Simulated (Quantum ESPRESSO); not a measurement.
# Energy and gap at +3 % biaxial strain: 1T-HfO2, 1 layer

How the rows were computed: Quantum ESPRESSO 7.5 driven by ASE, PBE, GBRV ultrasoft, ESM (bc1); atomic heights clamped; cell area 9.156 Å² at zero strain.

```tsv
strain (%)	energy (meV a cell)	gap on the mesh (eV)
−3	129.51	5.106
−1.5	25.93	4.999
0	0.00	4.881
+1.5	42.52	4.754
```

To predict: What are energy and gap at +3 %, and how stiff is the sheet?

**Worked estimate.** About zero, E'' = (25.93 + 42.52 − 2 × 0.00)/1.5² = 30.42 meV per %² and E' = (42.52 − 25.93)/3 = 5.53 meV per %. With E = A K ε², where K = (C11 + C22)/2 + C12 (C11 + C12 for a hexagonal sheet), K = 30.42 × 10/(2 × 9.156) × 16.02 = 266 N/m. The parabola gives E(+3 %) = 0.00 + 3 × (5.53) + 4.5 × 30.42 = 153.5 meV. Continuing the last slope, the gap is 2 × 4.754 − 4.881 = 4.627 eV.

**The withheld run.** E = 145.8 meV and the gap 4.619 eV. The parabola misses by +7.7 meV, too high, since bonds soften under tension. The gap's line misses by +0.008 eV.

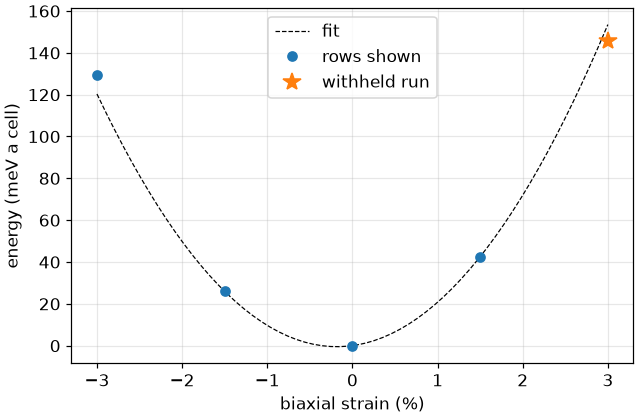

The rows shown, the fit and the withheld run.

**Limits.** Clamped heights stiffen sheets with several planes. Semilocal gap, no spin-orbit coupling.

[Logs are printed without paths, hosts, clocks, repeated set-up lines and the standing remarks that a program may print on its own settings, such as how far it seeks lower states.]
